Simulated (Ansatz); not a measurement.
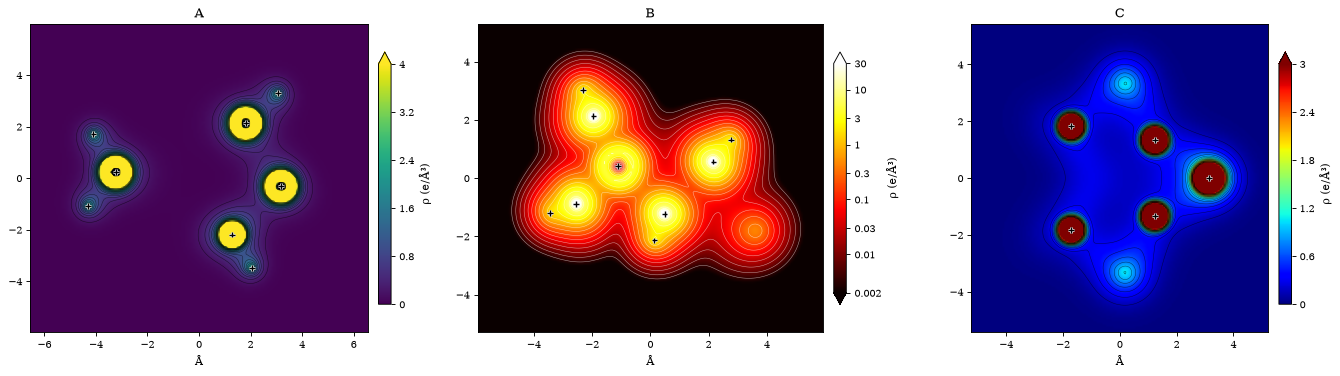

The electron density of 3 systems, each on a plane through atoms (crosses mark nuclei in the plane).

Theory: Ansatz, RKS PBE0-D4/def2-TZVP.

System 1: H$_{12}$O$_{12}$Zr$_{3}$, the plane of atoms O9, Zr3 and O11. Geometry: PBE-D4/def2-SVP; core potentials replace the inner electrons of Zr.

```json
{"atom": "Zr", "x (Å)": "1.3181", "y (Å)": "1.4879", "z (Å)": "0.0696"}
{"atom": "Zr", "x (Å)": "-2.1194", "y (Å)": "0.1617", "z (Å)": "-0.3080"}
{"atom": "Zr", "x (Å)": "0.6863", "y (Å)": "-2.0593", "z (Å)": "0.3438"}
{"atom": "O", "x (Å)": "-3.5577", "y (Å)": "0.1009", "z (Å)": "1.0474"}
{"atom": "O", "x (Å)": "-2.7513", "y (Å)": "-0.7975", "z (Å)": "-1.9285"}
{"atom": "O", "x (Å)": "-1.3549", "y (Å)": "-1.8490", "z (Å)": "0.5539"}
{"atom": "O", "x (Å)": "-2.1047", "y (Å)": "1.9531", "z (Å)": "-1.0605"}
{"atom": "O", "x (Å)": "-0.4920", "y (Å)": "0.8956", "z (Å)": "1.1035"}
{"atom": "O", "x (Å)": "0.9463", "y (Å)": "-3.1976", "z (Å)": "1.8857"}
{"atom": "O", "x (Å)": "0.1463", "y (Å)": "-0.2725", "z (Å)": "-0.9635"}
{"atom": "O", "x (Å)": "1.2634", "y (Å)": "-3.1078", "z (Å)": "-1.1781"}
{"atom": "O", "x (Å)": "2.0397", "y (Å)": "-0.5890", "z (Å)": "0.8642"}
{"atom": "O", "x (Å)": "0.3546", "y (Å)": "3.0476", "z (Å)": "-0.7753"}
{"atom": "O", "x (Å)": "2.6849", "y (Å)": "1.3478", "z (Å)": "-1.3289"}
{"atom": "O", "x (Å)": "2.2082", "y (Å)": "2.2468", "z (Å)": "1.6450"}
{"atom": "H", "x (Å)": "-4.3536", "y (Å)": "0.5971", "z (Å)": "1.2899"}
{"atom": "H", "x (Å)": "-2.9684", "y (Å)": "-0.4328", "z (Å)": "-2.8014"}
{"atom": "H", "x (Å)": "-1.9603", "y (Å)": "-2.2922", "z (Å)": "1.1740"}
{"atom": "H", "x (Å)": "-1.3502", "y (Å)": "2.5988", "z (Å)": "-1.0083"}
{"atom": "H", "x (Å)": "-0.7364", "y (Å)": "1.2989", "z (Å)": "1.9549"}
{"atom": "H", "x (Å)": "1.0426", "y (Å)": "-3.7215", "z (Å)": "2.6920"}
{"atom": "H", "x (Å)": "0.2721", "y (Å)": "-0.4094", "z (Å)": "-1.9215"}
{"atom": "H", "x (Å)": "1.4214", "y (Å)": "-3.9295", "z (Å)": "-1.6630"}
{"atom": "H", "x (Å)": "2.5884", "y (Å)": "-0.5375", "z (Å)": "1.6667"}
{"atom": "H", "x (Å)": "0.7037", "y (Å)": "3.5690", "z (Å)": "-1.5180"}
{"atom": "H", "x (Å)": "3.3649", "y (Å)": "0.9047", "z (Å)": "-1.8537"}
{"atom": "H", "x (Å)": "2.7081", "y (Å)": "2.9858", "z (Å)": "2.0183"}
```

System 2: Al$_{7}$As$_{7}$ (Al7As7 zinc blende off disc), the plane of atoms Al1, As9 and Al6. Geometry: PBE-D4/def2-SVP; not at a stationary point (largest force 0.5 eV/Å).

```xyz
14

Al   -1.9073    1.0729   -1.4639
Al   -0.3007   -1.4336   -1.8503
Al   -1.7043   -1.6878    0.4175
Al    0.9604   -2.1042    1.2560
Al    1.0536    0.5846    2.1157
Al   -0.0368    2.6136   -0.3128
Al    2.2469    0.6651   -0.2817
As   -2.7788   -1.1321   -1.7565
As   -2.2575    3.2347   -0.6620
As   -0.1155   -3.4285   -0.4400
As    3.0054   -0.8571    1.4818
As    1.8790    2.7059    1.1114
As    0.7576    0.7326   -2.2104
As   -0.8020   -0.9661    2.5953
```

System 3: AsH$_{16}$Sn$_{9}$ (Sn10H16 hole sphere) (charge +1), the plane of atoms H17, Sn6 and H18. Geometry: r2SCAN-D4/def2-SVP; core potentials replace the inner electrons of Sn.

```csv
atom,x (Å),y (Å),z (Å)
Sn,-1.6495,1.5615,-1.6555
Sn,1.5619,-1.6527,-1.6487
Sn,-1.6513,-1.6487,1.5598
As,1.4238,1.4351,1.4260
Sn,-3.2907,0.0108,0.0054
Sn,0.0120,-3.2926,0.0144
Sn,0.0125,0.0069,-3.2926
Sn,-0.0170,3.1448,-0.0161
Sn,3.1361,-0.0088,-0.0100
Sn,-0.0098,-0.0124,3.1377
H,-2.5566,2.7042,-2.5639
H,2.7100,-2.5575,-2.5526
H,-2.5601,-2.5507,2.7063
H,2.2974,2.3087,2.3003
H,-4.2820,-0.9780,-0.9812
H,-4.2547,1.0114,1.0066
H,-0.9716,-4.2888,-0.9722
H,1.0153,-4.2502,1.0191
H,-0.9757,-0.9808,-4.2833
H,1.0158,1.0056,-4.2564
H,1.2167,4.0633,-0.7700
H,-0.7772,4.0578,1.2177
H,4.0539,1.2214,-0.7703
H,4.0496,-0.7628,1.2274
H,-0.7631,1.2165,4.0629
H,1.2303,-0.7715,4.0433
```

Which map belongs to which system?

Panel A is system 3, AsH$_{16}$Sn$_{9}$: the plane holds Sn, As and H. Sn–As (2.66 Å): ρ is about 0.43 e/Å³ halfway. Panel B is system 1, H$_{12}$O$_{12}$Zr$_{3}$: the plane holds Zr, O and H. Zr–O (1.93 Å): the density is about 0.87 e/Å³ at the midpoint. Panel C is system 2, Al$_{7}$As$_{7}$: the plane holds Al and As. Al–As (2.33 Å): ρ at the midpoint is about 0.53 e/Å³.
